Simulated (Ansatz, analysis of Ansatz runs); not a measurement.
## Can an added hole hop between F atoms in LiF (Fm-3m)?

Question: does an added hole stay on the F atom where it is started in LiF (Fm-3m), and if so, how high is the barrier for a hop to another F site nearby? Model: a cell of 128 host atoms.

Method: plane-wave PAW DFT, PBEsol+U; relaxation of all atoms of a supercell at fixed charge in a uniform background; PAW set soft_1, in Ansatz 0.2.0.

## Step 1: Set-up

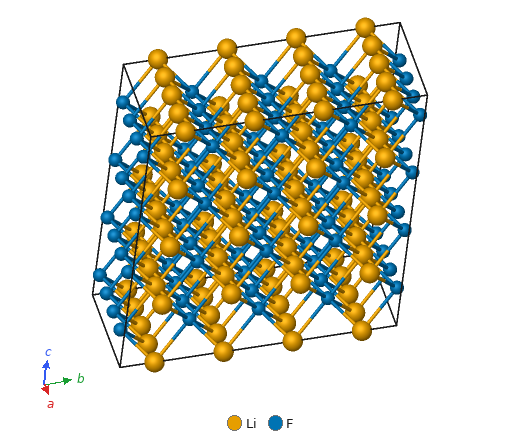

The starting structure, seen slightly off an axis (lithium orange, fluorine blue). Some periodic images of atoms are drawn too.

The cell holds 128 atoms: 64 Li and 64 F. Cell: a = 11.332 Å, b = 11.332 Å, c = 11.332 Å, α = 60.0°, β = 60.0°, γ = 60.0°. It derives from LiF (space group Fm-3m). Nearest the centre at fractional (0.250, 0.625, 0.500): F52 at 1.42 Å, Li61 at 1.42 Å, F22 at 1.42 Å, Li53 at 1.42 Å, F46 at 2.45 Å, F28 at 2.45 Å, F20 at 2.45 Å, Li29 at 2.45 Å.

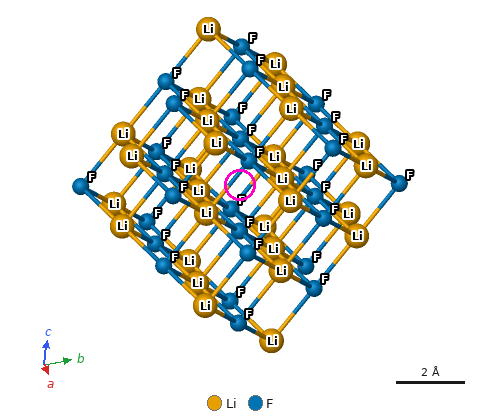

The atoms within 5 Å of the centre. A ring marks the centre wherever it is empty.

Hubbard terms: F p 6.0 eV. They were chosen, not fitted, to curb self-interaction in the shells named, the trial site's among them. The two sites are F52 and F22. The cell's shortest repeat is 11.3 Å.

## Step 2: The cell without the carrier

The neutral cell is relaxed first, from small random displacements, so that bond lengths and moments with the carrier can be set beside those of a relaxed cell without it.

File neutral.relax/input.yaml:

```yaml
crystal:
  lattice:
    - [0.0, 8.0131754, 8.0131754]
    - [8.0131754, 0.0, 8.0131754]
    - [8.0131754, 8.0131754, 0.0]
  atoms:
    - { symbol: Li, position: [0.0, 0.0, 0.0] }
    - { symbol: F, position: [0.125, 0.125, 0.125] }
    - { symbol: Li, position: [0.0, 0.0, 0.25] }
[... 1 atom line left out ...]
    - { symbol: Li, position: [0.0, 0.0, 0.5] }
[... 8 atom lines left out ...]
    - { symbol: F, position: [0.125, 0.375, 0.625] }
[... 1 atom line left out ...]
    - { symbol: F, position: [0.125, 0.375, 0.875] }
[... 3 atom lines left out ...]
    - { symbol: F, position: [0.125, 0.625, 0.375] }
    - { symbol: Li, position: [0.0, 0.5, 0.5] }
    - { symbol: F, position: [0.125, 0.625, 0.625] }
    - { symbol: Li, position: [0.0, 0.5, 0.75] }
    - { symbol: F, position: [0.125, 0.625, 0.875] }
[... 1 atom line left out ...]
    - { symbol: F, position: [0.125, 0.875, 0.125] }
[... 1 atom line left out ...]
    - { symbol: F, position: [0.125, 0.875, 0.375] }
    - { symbol: Li, position: [0.0, 0.75, 0.5] }
    - { symbol: F, position: [0.125, 0.875, 0.625] }
    - { symbol: Li, position: [0.0, 0.75, 0.75] }
[... 3 atom lines left out ...]
    - { symbol: Li, position: [0.25, 0.0, 0.25] }
[... 1 atom line left out ...]
    - { symbol: Li, position: [0.25, 0.0, 0.5] }
[... 6 atom lines left out ...]
    - { symbol: F, position: [0.375, 0.375, 0.375] }
    - { symbol: Li, position: [0.25, 0.25, 0.5] }
    - { symbol: F, position: [0.375, 0.375, 0.625] }
    - { symbol: Li, position: [0.25, 0.25, 0.75] }
[... 2 atom lines left out ...]
    - { symbol: F, position: [0.375, 0.625, 0.125] }
    - { symbol: Li, position: [0.25, 0.5, 0.25] }
    - { symbol: F, position: [0.375, 0.625, 0.375] }
    - { symbol: Li, position: [0.25, 0.5, 0.5] }
    - { symbol: F, position: [0.375, 0.625, 0.625] }
    - { symbol: Li, position: [0.25, 0.5, 0.75] }
[... 2 atom lines left out ...]
    - { symbol: F, position: [0.375, 0.875, 0.125] }
    - { symbol: Li, position: [0.25, 0.75, 0.25] }
    - { symbol: F, position: [0.375, 0.875, 0.375] }
    - { symbol: Li, position: [0.25, 0.75, 0.5] }
[... 1 atom line left out ...]
    - { symbol: Li, position: [0.25, 0.75, 0.75] }
[... 12 atom lines left out ...]
    - { symbol: F, position: [0.625, 0.375, 0.375] }
    - { symbol: Li, position: [0.5, 0.25, 0.5] }
    - { symbol: F, position: [0.625, 0.375, 0.625] }
    - { symbol: Li, position: [0.5, 0.25, 0.75] }
[... 2 atom lines left out ...]
    - { symbol: F, position: [0.625, 0.625, 0.125] }
    - { symbol: Li, position: [0.5, 0.5, 0.25] }
    - { symbol: F, position: [0.625, 0.625, 0.375] }
    - { symbol: Li, position: [0.5, 0.5, 0.5] }
[... 1 atom line left out ...]
    - { symbol: Li, position: [0.5, 0.5, 0.75] }
[... 3 atom lines left out ...]
    - { symbol: Li, position: [0.5, 0.75, 0.25] }
[... 1 atom line left out ...]
    - { symbol: Li, position: [0.5, 0.75, 0.5] }
[... 24 atom lines left out ...]
    - { symbol: F, position: [0.875, 0.625, 0.625] }
[... 5 atom lines left out ...]
    - { symbol: F, position: [0.875, 0.875, 0.375] }
[... 1 atom line left out ...]
    - { symbol: F, position: [0.875, 0.875, 0.625] }
[... 1 atom line left out ...]
    - { symbol: F, position: [0.875, 0.875, 0.875] }
basis:
  ecutwfc: 420
  xc_grid: 2
hamiltonian:
  xc: pbesol
  hubbard:
    sites: [{ species: F, l: p, u_eff: 6.0 }]
    projectors: ortho-atomic
  pseudopotentials: { kind: paw, azcp: { folder: soft_1 }, xc_functional: pbe }
kpoints:
  mp_grid: { grid: [1, 1, 1] }
scf:
  occupations: { method: fermi_dirac, width: 0.01 }
  max_iter: 120
  lower_state_search: "off"
output:
  forces: true
relax:
  f_tol: 0.02
  max_steps: 70
  random_displacement: { amplitude: 0.04, seed: 7257 }
checkpoint:
  write: "../neutral.relax.run"
  compress: false
  write_wavefunctions: true
  write_every: 100000
```

Command:

```sh
> ansatz run input.yaml --threads 8 --pin off --max-ram 17899MiB --backend cpu --events-out ev --progress --plain --runs-dir out
```

Numbers of over 12 decimals in the logs are rounded to 6 here.

What it wrote:

```text
[... repeated set-up lines and file paths are left out, and long positions are rounded to six places ...]
Engine: ansatz 0.2.0, aarch64-unknown-linux-gnu
Pseudopotentials: kind: paw
Pseudopotential: Li, paw, valence charge 3, recommended cutoff 420 eV (normal), soft_1/Li.paw.azcp
Pseudopotential: F, paw, valence charge 7, recommended cutoff 420 eV (normal), soft_1/F.paw.azcp
Functional definition: PBEsol
  exchange = pbesol_x
  correlation = pbesol_c
Crystal: 128 atoms, lattice volume = 1029.068 Å³
Basis set: ecut = 420 eV, 20107 PW (Γ), exchange–correlation on 160×160×160 points (8 copies of the dense FFT grid, shifted against one another)
Bands: 448, of which v1, the nominal top of the filled ones, is band 320 counted from 1 (319 counted from 0)
Symmetry: 1 space group operations
k-points: 1
Non-local potential: Li, projectors of the file, l = 0: 3, l = 1: 2, l = 2: 1
Non-local potential: F, projectors of the file, l = 0: 2, l = 1: 2, l = 2: 1
PAW form: soft (Blöchl's): semilocal exchange-correlation on the pseudo side does not see the compensation charge
PAW frozen core: F, regenerated for the run's functional, and the local potential with it (the file was generated under x = pbe(κ = 0.804, μ = 0.219515), c = pbe(β = 0.066725))
PAW one-centre angular grid: Li, 110 points (default); XC on 64 Gauss nodes
PAW one-centre angular grid: F, 110 points (default); XC on 64 Gauss nodes
Initial density: superposition of atomic densities (chi_scale 0.1, normalization cell, long waves of neutral atoms under a Hubbard term (reshape's long-wave potential 0.06 eV rms, cloud 1.85 Å wide))
Initial wavefunctions: pseudopotential atomic-orbital guess
[...]
atom  46  F      0.00292428     0.00128532     0.00144951
  [... 5 atoms left out ...]
  atom  52  F     -0.00252588    -0.00057028     0.00245651
  atom  53  Li    -0.00261897    -0.00048283     0.00241940
  atom  54  F     -0.00241138    -0.00249822    -0.00260435
  [... 4 atoms left out ...]
  atom  59  Li    -0.00131945    -0.00155722     0.00188011
  [... 1 atom left out ...]
  atom  61  Li     0.00167900    -0.00005383    -0.00184375
  [... 23 atoms left out ...]
  atom  85  Li    -0.00139914     0.00041054    -0.00401711
  [... 43 atoms left out ...]
  max |Σ_I F_I| component: 5.22e-5 eV/Å
--- Band table (eV) ---
  k-point 0: bands = ["-39.3318", "-39.3318", "-39.3318", "-39.3318", [... 440 left out ...] "18.9630", "18.9633", "18.9637", "18.9639"]
Occupation matrices written to <dir>
--- Relaxed structure (4 steps of the walk, 4 accepted, 0 SCFs on fresh bases) ---
  F+E_penalty+E_count = -64390.27328036 eV   max|allowed force component| = 5.328e-3 eV/Å
  atoms:
    - { symbol: Li, position: [-0.000287, 0.000371, -3.28045968765427e-5] }
    - { symbol: F, position: [0.124709, 0.125264, 0.124954] }
    [... 17 atoms left out ...]
    - { symbol: F, position: [0.124690, 0.625205, 0.375102] }
    [... 1 atom left out ...]
    - { symbol: F, position: [0.124733, 0.625233, 0.625092] }
    [... 5 atoms left out ...]
    - { symbol: F, position: [0.124712, 0.875227, 0.375125] }
    [... 17 atoms left out ...]
    - { symbol: F, position: [0.374684, 0.375268, 0.625044] }
    [... 5 atoms left out ...]
    - { symbol: F, position: [0.374640, 0.625266, 0.375209] }
    - { symbol: Li, position: [0.249637, 0.500225, 0.500248] }
    - { symbol: F, position: [0.374775, 0.625347, 0.625089] }
    [... 4 atoms left out ...]
    - { symbol: Li, position: [0.249703, 0.750160, 0.250179] }
    [... 1 atom left out ...]
    - { symbol: Li, position: [0.249797, 0.750281, 0.499987] }
    [... 23 atoms left out ...]
    - { symbol: Li, position: [0.499751, 0.500412, 0.500043] }
    [... 43 atoms left out ...]
[key lines of the parts left out:]
SCF converged after 2 iterations
Free energy (F): -64390.273280 eV
Fermi energy:    4.404100 eV
```

It took 34 s on 8 threads of Arm Neoverse V1, shared host; peak memory 1.7 GiB; 4.2 min of CPU time.

The largest displacement from an ideal site is 0.003 Å.

(Continued in part 2 of 3.)

[Logs are printed without paths, hosts, clocks, repeated set-up lines and the standing remarks that a program may print on its own settings, such as how far it seeks lower states.]

[Hosts, paths, dates, database ids (printed as entryN), source tags and the programs' standing remarks are cut or masked in the printed files.]
